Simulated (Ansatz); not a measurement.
# AsH₂ (quartet): one geometry, many settings

Aim: run AsH₂ (quartet) at one geometry under a spread of methods and options, and see what each costs and gives.

Program: Ansatz 0.2.0, Gaussian basis. Level of theory: the settings change from run to run. These are calculated values, not measurements.

22 further runs of the same task are left out: 7 that didn't finish, 15 set aside as unsound or not needed.

### 1 The geometry

The geometry is a PBE0/def2-TZVP stationary point (not a proven minimum) of the parent state, kept for this charge and spin. No spin-orbit coupling is included. The filled d shell of As may be among the frozen orbitals whatever the setting's name suggests; the logs give the count.

3 atoms, charge 0, spin multiplicity 4.

Atoms are counted from 1 here; the program's logs count them from 0.

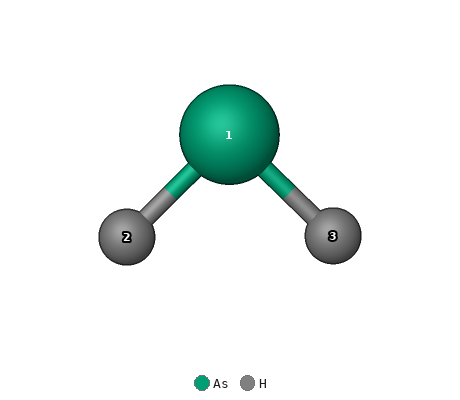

The geometry (arsenic teal, hydrogen grey); atoms are numbered from 1 in the order of the file.

### 2 BCCD(T) on ROHF/6-31G*

Input file in.yaml:

```yaml
crystal:
  periodic: [false, false, false]
  atoms:
    - {symbol: As, position_ang: [0.000000, -0.028104, 0.000000]}
    - {symbol: H, position_ang: [0.000000, 1.044500, -1.085896]}
    - {symbol: H, position_ang: [0.000000, 1.044492, 1.085904]}
basis:
  gaussian: {orbitals: "6-31G*"}
magnetization: {spin_polarized: false, initial_magnetization: 3}
correlation: {method: bccd_t, electrons: valence}
output: {forces: true}
```

Run with:

```bash
> ansatz run in.yaml --threads 1 --pin off --events-out ev --progress --plain --max-ram 2393MiB
```

Standard output, shortened:

```text
Functional definition: HF
  name "HF"
  cite "Fock, Z. Phys. 61, 126 (1930) doi:10.1007/BF01340294"
  parent pbe
[...]
395 factors; integrals over basis functions are off by at most 5.4e-4 eV
[...]
mean field -60812.77190224 eV, -2234.8281470300 hartree, gradient 2.8e-6 eV, S^2 3.750000; 4 other end points of the search recorded, 0 dependent functions left out
determinant -60812.77190224 eV, -2234.8281470300 hartree, with singles and doubles -60819.34103088 eV, -2235.0695580550 hartree
determinant -60810.90966601 eV, -2234.7597111107 hartree, with singles and doubles -60817.93377858 eV, -2235.0178424866 hartree
determinant -60810.17274073 eV, -2234.7326296061 hartree, with singles and doubles -60817.67364560 eV, -2235.0082827759 hartree
9 core orbitals not correlated: weight in the atoms' cores, before any rotation towards them, 1.000 or more for the frozen orbitals, at most 0.000 for the correlated occupied ones
reference -60812.77190224 eV, -2234.8281470300 hartree; 10, 7 occupied and 20, 23 virtual orbitals, 395 factors
second order -6.19592095 eV of doubles, -0.07792205 eV of singles
cycle   1  -6.56042743 eV  change    8.7e-3 eV  update   5.7e-3
[...]
cycle  11  -6.55944273 eV  change   -1.6e-7 eV  update   3.1e-7
perturbative correction -0.13702042 eV, -0.0050354077 hartree
[...]
Total energy: -60819.46836539 eV, -2235.0742375119 hartree
Atom 0 at     0.000000    -0.028104     0.000000 Å, force     0.000000    -3.716313    -0.000014 eV/Å
Atom 1 at     0.000000     1.044500    -1.085896 Å, force     0.000000     1.858164    -2.000728 eV/Å
Atom 2 at     0.000000     1.044492     1.085904 Å, force     0.000000     1.858149     2.000741 eV/Å
Dipole moment:    -0.000000     0.068697     0.000000 e Å
```

Run time: 6 s. Hardware: 1 thread of Intel Xeon Platinum 8259CL at 2.50GHz, shared host.

From the report: correlation -6.6965 eV; largest double amplitude 0.14.

### 3 BCCD/cc-pVTZ-DK

in.yaml: that of step 2 with these lines changed.

```diff
@@ -7,5 +7,6 @@
 basis:
-  gaussian: {orbitals: "6-31G*"}
+  gaussian: {orbitals: cc-pVTZ-DK}
 magnetization: {spin_polarized: false, initial_magnetization: 3}
-correlation: {method: bccd_t, electrons: valence}
-output: {forces: true}
+hamiltonian: {xc: {name: r2SCAN}}
+correlation: {method: bccd, electrons: outside_noble_gas}
+scf: {lower_state_search: off}
```

Launched as before.

Standard output, shortened:

```text
Functional definition: r2SCAN
  name "r2SCAN"
  cite "Furness, Kaplan, Ning, Perdew & Sun, J. Phys. Chem. Lett. 11, 8208 (2020) doi:10.1021/acs.jpclett.0c02405"
  cite "Furness, Kaplan, Ning, Perdew & Sun, J. Phys. Chem. Lett. 11, 9248 (2020) doi:10.1021/acs.jpclett.0c03077"
  parent r2scan
[...]
435 factors; integrals over basis functions are off by at most 8.5e-4 eV
[...]
mean field -61544.09063984 eV, -2261.7036149311 hartree, gradient 5.3e-6 eV, S^2 3.750000; 0 other end points of the search recorded, 0 dependent functions left out
14 core orbitals not correlated: weight in the atoms' cores, before any rotation towards them, 1.000 or more for the frozen orbitals, at most 0.000 for the correlated occupied ones
reference -61496.26638885 eV, -2259.9461061237 hartree; 5, 2 occupied and 52, 55 virtual orbitals, 435 factors
second order -3.16387951 eV of doubles, -0.23809024 eV of singles
cycle   1  -3.78801242 eV  change   -3.9e-1 eV  update   5.1e-2
[...]
cycle  10  -3.96065441 eV  change   -8.2e-6 eV  update   6.8e-6
Total energy: -61500.22704326 eV, -2260.0916574885 hartree
Relativity: scalar
Checks for a lower state left out: stability, starts, cluster_reference, orbital_swaps, neighbouring_geometries, increment
```

It took 3.3 s on 1 thread of Intel Xeon Platinum 8259CL at 2.50GHz, shared host.

From the report: correlation -3.9607 eV; largest double amplitude 0.12.

### 4 CISD/def2-mTZVP

Input file in.yaml:

```yaml
crystal:
  periodic: [false, false, false]
  atoms:
    - {symbol: As, position_ang: [0.000000, -0.028104, 0.000000]}
    - {symbol: H, position_ang: [0.000000, 1.044500, -1.085896]}
    - {symbol: H, position_ang: [0.000000, 1.044492, 1.085904]}
basis:
  gaussian: {orbitals: def2-mTZVP}
magnetization: {spin_polarized: false, initial_magnetization: 3}
hamiltonian: {pseudopotentials: {relativity: scalar}}
correlation: {active_space: {ras: {orbitals: [7, 3, 23], electrons: 17, max_holes: 2, max_particles: 2}, fixed_orbitals: true}}
```

The command is unchanged.

Standard output:

```text
Functional definition: HF
  name "HF"
  cite "Fock, Z. Phys. 61, 126 (1930) doi:10.1007/BF01340294"
  parent pbe
  exchange = exact_x
  correlation = 0
447 factors; integrals over basis functions are off by at most 4.3e-4 eV
mean field evaluation 1: about -61349.6464 eV, gradient 8.9e0 eV
mean field evaluation 2: about -61349.6473 eV, gradient 8.9e0 eV
mean field evaluation 4: about -61350.2712 eV, gradient 1.5e0 eV
mean field evaluation 8: about -61350.2899 eV, gradient 3.1e-3 eV
mean field evaluation 16: about -61349.2155 eV, gradient 1.1e-5 eV
mean field evaluation 32: about -61350.2617 eV, gradient 3.0e-1 eV
mean field -61350.28993070 eV, -2254.5815702331 hartree, gradient 4.0e-6 eV, S^2 3.750000; 6 other end points of the search recorded, 0 dependent functions left out
reference -61350.28993070 eV, -2254.5815702331 hartree; 19, 16 occupied and 23, 26 virtual orbitals, 447 factors
state -61355.58016660 eV, -2254.7759828168 hartree
Total energy: -61355.58016660 eV, -2254.7759828168 hartree
Relativity: scalar
```

Run time: 23 s. Hardware: 1 thread of Intel Xeon Platinum 8259CL at 2.50GHz, shared host.

From the report: 85,595 determinants.

### 5 CISD/x2c-TZVPPall

Input file in.yaml:

```yaml
crystal:
  periodic: [false, false, false]
  atoms:
    - {symbol: As, position_ang: [0.000000, -0.028104, 0.000000]}
    - {symbol: H, position_ang: [0.000000, 1.044500, -1.085896]}
    - {symbol: H, position_ang: [0.000000, 1.044492, 1.085904]}
basis:
  gaussian: {orbitals: x2c-TZVPPall}
magnetization: {spin_polarized: false, initial_magnetization: 3}
correlation: {active_space: {ras: {orbitals: [2, 3, 57], electrons: 7, max_holes: 2, max_particles: 2}, fixed_orbitals: true}}
```

The command is unchanged.

Standard output:

```text
Functional definition: HF
  name "HF"
  cite "Fock, Z. Phys. 61, 126 (1930) doi:10.1007/BF01340294"
  parent pbe
  exchange = exact_x
  correlation = 0
471 factors; integrals over basis functions are off by at most 8.6e-4 eV
mean field evaluation 1: about -61495.7888 eV, gradient 9.5e0 eV
mean field evaluation 2: about -61495.7937 eV, gradient 9.5e0 eV
mean field evaluation 4: about -61496.4976 eV, gradient 1.8e0 eV
mean field evaluation 8: about -61496.5262 eV, gradient 2.0e-3 eV
mean field evaluation 16: about -61496.5216 eV, gradient 3.6e-1 eV
mean field evaluation 32: about -61495.4566 eV, gradient 7.9e-4 eV
mean field -61496.52616943 eV, -2259.9556528841 hartree, gradient 8.1e-6 eV, S^2 3.750000; 4 other end points of the search recorded, 0 dependent functions left out
reference -61496.52616943 eV, -2259.9556528841 hartree; 19, 16 occupied and 57, 60 virtual orbitals, 471 factors
state -61500.17547975 eV, -2260.0897625646 hartree
Total energy: -61500.17547975 eV, -2260.0897625646 hartree
Relativity: scalar
```

Run time: 11 s. Hardware: 1 thread of Intel Xeon Platinum 8259CL at 2.50GHz, shared host.

From the report: 46,564 determinants.

### 6 BCCD(T) on UHF/cc-pVDZ

Input file in.yaml:

```yaml
crystal:
  periodic: [false, false, false]
  atoms:
    - {symbol: As, position_ang: [0.000000, -0.028104, 0.000000]}
    - {symbol: H, position_ang: [0.000000, 1.044500, -1.085896]}
    - {symbol: H, position_ang: [0.000000, 1.044492, 1.085904]}
basis:
  gaussian: {orbitals: cc-pVDZ}
magnetization: {spin_polarized: true, initial_magnetization: 3}
correlation: {method: bccd_t, electrons: outside_noble_gas}
output: {forces: true}
```

The command is unchanged.

Standard output, shortened:

```text
Functional definition: HF
  name "HF"
  cite "Fock, Z. Phys. 61, 126 (1930) doi:10.1007/BF01340294"
  parent pbe
[...]
417 factors; integrals over basis functions are off by at most 7.0e-4 eV
[...]
mean field -60820.24849402 eV, -2235.1029067101 hartree, gradient 1.6e-6 eV, S^2 3.760413; 5 other end points of the search recorded, 0 dependent functions left out
determinant -60820.24849402 eV, -2235.1029067101 hartree, with singles and doubles -60823.17424880 eV, -2235.2104262153 hartree
determinant -60818.94375767 eV, -2235.0549585335 hartree, with singles and doubles -60822.08477162 eV, -2235.1703886672 hartree
determinant -60818.00421355 eV, -2235.0204309242 hartree, with singles and doubles -60821.30593029 eV, -2235.1417667763 hartree
determinant -60816.95329577 eV, -2234.9818104079 hartree, with singles and doubles -60819.91040694 eV, -2235.0904822392 hartree
14 core orbitals not correlated: weight in the atoms' cores, before any rotation towards them, 1.000 or more for the frozen orbitals, at most 0.000 for the correlated occupied ones
reference -60820.24849402 eV, -2235.1029067101 hartree; 5, 2 occupied and 18, 21 virtual orbitals, 417 factors
second order -2.24420971 eV of doubles, -0.00000000 eV of singles
cycle   1  -2.92406132 eV  change    1.7e-3 eV  update   3.6e-3
[...]
cycle  11  -2.92524862 eV  change    5.1e-8 eV  update   6.7e-8
perturbative correction -0.07929530 eV, -0.0029140485 hartree
[...]
Total energy: -60823.25303794 eV, -2235.2133216628 hartree
Atom 0 at     0.000000    -0.028104     0.000000 Å, force    -0.000000    -3.158461    -0.000012 eV/Å
Atom 1 at     0.000000     1.044500    -1.085896 Å, force    -0.000000     1.579237    -1.799672 eV/Å
Atom 2 at     0.000000     1.044492     1.085904 Å, force     0.000000     1.579224     1.799684 eV/Å
Dipole moment:     0.000000    -0.086865    -0.000000 e Å
```

Wall time 3.5 s (1 thread of Intel Xeon Platinum 8259CL at 2.50GHz, shared host).

From the report: ⟨S²⟩ of the determinant 3.760 (pure quartet: 3.75); correlation -3.0045 eV; largest double amplitude 0.13.

### 7 MP2 on UHF/def2-TZVP

in.yaml: that of step 6 with these lines changed.

```diff
@@ -7,5 +7,4 @@
 basis:
-  gaussian: {orbitals: cc-pVDZ}
+  gaussian: {orbitals: def2-TZVP}
 magnetization: {spin_polarized: true, initial_magnetization: 3}
-correlation: {method: bccd_t, electrons: outside_noble_gas}
-output: {forces: true}
+correlation: {method: mp2, electrons: valence}
```

The command is unchanged.

Standard output:

```text
Functional definition: HF
  name "HF"
  cite "Fock, Z. Phys. 61, 126 (1930) doi:10.1007/BF01340294"
  parent pbe
  exchange = exact_x
  correlation = 0
422 factors; integrals over basis functions are off by at most 7.1e-4 eV
mean field evaluation 1: about -60820.5148 eV, gradient 7.7e0 eV
mean field evaluation 2: about -60820.5162 eV, gradient 7.7e0 eV
mean field evaluation 4: about -60821.1727 eV, gradient 1.8e0 eV
mean field evaluation 8: about -60821.2042 eV, gradient 9.8e-4 eV
mean field evaluation 16: about -60821.2039 eV, gradient 6.5e-2 eV
mean field -60821.20423009 eV, -2235.1380293628 hartree, gradient 2.7e-6 eV, S^2 3.762706; 2 other end points of the search recorded, 0 dependent functions left out
9 core orbitals not correlated: weight in the atoms' cores, before any rotation towards them, 1.000 or more for the frozen orbitals, at most 0.000 for the correlated occupied ones
reference -60821.20423009 eV, -2235.1380293628 hartree; 10, 7 occupied and 41, 44 virtual orbitals, 422 factors
second order -6.08887123 eV of doubles, -0.00000000 eV of singles
Total energy: -60827.29310132 eV, -2235.3617912535 hartree
```

It took 1.4 s on 1 thread of Intel Xeon Platinum 8259CL at 2.50GHz, shared host.

From the report: ⟨S²⟩ of the determinant 3.763 (pure quartet: 3.75).

### 8 BCCD on ROHF/cc-pVTZ

Input file in.yaml:

```yaml
crystal:
  periodic: [false, false, false]
  atoms:
    - {symbol: As, position_ang: [0.000000, -0.028104, 0.000000]}
    - {symbol: H, position_ang: [0.000000, 1.044500, -1.085896]}
    - {symbol: H, position_ang: [0.000000, 1.044492, 1.085904]}
basis:
  gaussian: {orbitals: cc-pVTZ}
magnetization: {spin_polarized: false, initial_magnetization: 3}
correlation: {method: bccd, electrons: outside_noble_gas}
accuracy: high
```

The command is unchanged.

Standard output, shortened:

```text
Functional definition: HF
  name "HF"
  cite "Fock, Z. Phys. 61, 126 (1930) doi:10.1007/BF01340294"
  parent pbe
[...]
1045 factors; integrals over basis functions are off by at most 4.1e-9 eV
[...]
mean field -60822.26049888 eV, -2235.1768465248 hartree, gradient 1.8e-8 eV, S^2 3.750000; 5 other end points of the search recorded, 0 dependent functions left out
determinant -60822.26049888 eV, -2235.1768465248 hartree, with singles and doubles -60826.03049053 eV, -2235.3153911627 hartree
determinant -60820.99468758 eV, -2235.1303288177 hartree, with singles and doubles -60824.95924353 eV, -2235.2760235617 hartree
determinant -60819.69022711 eV, -2235.0823907795 hartree, with singles and doubles -60824.17982167 eV, -2235.2473803365 hartree
determinant -60818.96887899 eV, -2235.0558817253 hartree, with singles and doubles -60822.83350354 eV, -2235.1979040578 hartree
14 core orbitals not correlated: weight in the atoms' cores, before any rotation towards them, 1.000 or more for the frozen orbitals, at most 0.000 for the correlated occupied ones
reference -60822.26049888 eV, -2235.1768465248 hartree; 5, 2 occupied and 52, 55 virtual orbitals, 1045 factors
second order -2.97202334 eV of doubles, -0.08200927 eV of singles
cycle   1  -3.70260493 eV  change   -2.8e-1 eV  update   1.7e-2
[...]
cycle  20  -3.71074361 eV  change  -1.2e-10 eV  update  7.0e-10
Total energy: -60825.97124248 eV, -2235.3132138371 hartree
```

It took 12 s on 1 thread of Intel Xeon Platinum 8259CL at 2.50GHz, shared host; peak memory 0.39 GiB.

From the report: correlation -3.7107 eV; largest double amplitude 0.10.

### 9 BCCD(T) on ROHF/cc-pVTZ

in.yaml: that of step 8 with these lines changed.

```diff
@@ -9,3 +9,4 @@
 magnetization: {spin_polarized: false, initial_magnetization: 3}
-correlation: {method: bccd, electrons: outside_noble_gas}
+correlation: {method: bccd_t, electrons: outside_noble_gas}
 accuracy: high
+output: {forces: true}
```

Launched as before.

Standard output, shortened:

```text
Functional definition: HF
  name "HF"
  cite "Fock, Z. Phys. 61, 126 (1930) doi:10.1007/BF01340294"
  parent pbe
[...]
1045 factors; integrals over basis functions are off by at most 4.1e-9 eV
[...]
mean field -60822.26049888 eV, -2235.1768465248 hartree, gradient 1.8e-8 eV, S^2 3.750000; 5 other end points of the search recorded, 0 dependent functions left out
determinant -60822.26049888 eV, -2235.1768465248 hartree, with singles and doubles -60826.03049053 eV, -2235.3153911627 hartree
determinant -60820.99468758 eV, -2235.1303288177 hartree, with singles and doubles -60824.95924353 eV, -2235.2760235617 hartree
determinant -60819.69022711 eV, -2235.0823907795 hartree, with singles and doubles -60824.17982167 eV, -2235.2473803365 hartree
determinant -60818.96887899 eV, -2235.0558817253 hartree, with singles and doubles -60822.83350354 eV, -2235.1979040578 hartree
14 core orbitals not correlated: weight in the atoms' cores, before any rotation towards them, 1.000 or more for the frozen orbitals, at most 0.000 for the correlated occupied ones
reference -60822.26049888 eV, -2235.1768465248 hartree; 5, 2 occupied and 52, 55 virtual orbitals, 1045 factors
second order -2.97202334 eV of doubles, -0.08200927 eV of singles
cycle   1  -3.70260494 eV  change   -2.8e-1 eV  update   1.7e-2
[...]
cycle  20  -3.71074361 eV  change  -1.8e-10 eV  update  6.7e-10
perturbative correction -0.12989465 eV, -0.0047735405 hartree
[...]
Total energy: -60826.10113714 eV, -2235.3179873776 hartree
Atom 0 at     0.000000    -0.028104     0.000000 Å, force     0.000000    -2.744819    -0.000010 eV/Å
Atom 1 at     0.000000     1.044500    -1.085896 Å, force    -0.000000     1.372416    -1.641859 eV/Å
Atom 2 at     0.000000     1.044492     1.085904 Å, force    -0.000000     1.372403     1.641869 eV/Å
Dipole moment:    -0.000000    -0.002509    -0.000000 e Å
```

It took 28 s on 1 thread of Intel Xeon Platinum 8259CL at 2.50GHz, shared host; peak memory 0.64 GiB.

From the report: correlation -3.8406 eV; largest double amplitude 0.10.

### 10 All runs side by side

Where basis and cores are those of an earlier UCCSDT(Q)/cc-pVTZ run (-60826.1577 eV), and the state is the same kind, the miss against it is given.

```csv
level,correlated,functions,energy (eV),from UCCSDT(Q) (meV),time
BCCD(T) on ROHF/6-31G*,valence,39,-60819.4684,,6 s
BCCD/cc-pVTZ-DK (on r2SCAN orbitals),outside noble gas,71,-61500.2270,,3.3 s
CISD/def2-mTZVP (relativity set),valence,42,-61355.5802,,23 s
CISD/x2c-TZVPPall,outside noble gas,76,-61500.1755,,11 s
BCCD(T) on UHF/cc-pVDZ,outside noble gas,37,-60823.2530,,3.5 s
MP2 on UHF/def2-TZVP,valence,60,-60827.2931,,1.4 s
BCCD on ROHF/cc-pVTZ,outside noble gas,71,-60825.9712,186.5,12 s
BCCD(T) on ROHF/cc-pVTZ,outside noble gas,71,-60826.1011,56.6,28 s
```

### 11 Summary of results

| quantity | value |
| --- | --- |
| runs | 8 |
| quickest | MP2 on UHF/def2-TZVP, 1.4 s |
| slowest | BCCD(T) on ROHF/cc-pVTZ, 28 s |

In words: Total energies in different bases, with other cores or another treatment of relativity can't be set against each other. BCCD(T) on ROHF/cc-pVTZ took 21 times as long as MP2 on UHF/def2-TZVP; the jobs differ in more than the method. Among the correlated runs with a miss given, it spans +57 to +186 meV.
